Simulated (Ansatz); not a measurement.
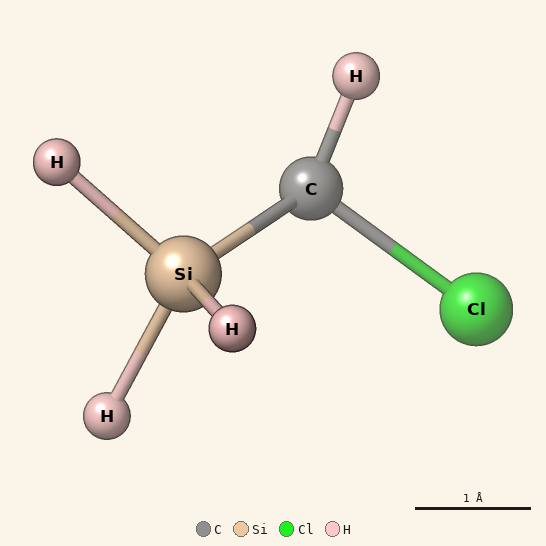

Depth is shown by fading: the farther an atom, the more it takes the colour of the background. Charge −1, singlet. Computed geometry: PBE0-D4/def2-TZVPD optimisation. No frequency run is at hand to confirm it as a minimum. Masses are those of the most abundant isotopes; constants are for the rigid equilibrium geometry.

Classify the rotor and give the rotational constants (MHz).

An asymmetric top (C1): A = 26440, B = 3170, C = 2939 MHz. Ray's parameter κ is −0.98, close to the prolate limit.
